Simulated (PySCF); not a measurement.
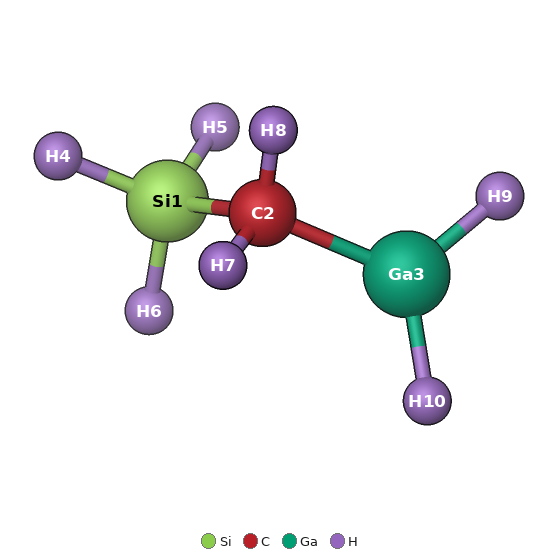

The geometry was computed by an optimisation with PBE0-D3(BJ)/def2-SVP. No frequency run is at hand to confirm it as a minimum. Level of theory: delta-SCF UKS HF, pcX-2 on the ionised atom, pcseg-1 elsewhere, spin-free X2C (PySCF 2.14.0).

Give the core-electron binding energies (to vacuum; p and d levels without spin–orbit splitting) of Si1 1s, Si1 2p, C2 1s.

```csv
atom,level,binding energy (eV)
Si1,1s,1847.3
Si1,2p,106.3
C2,1s,289.4
```
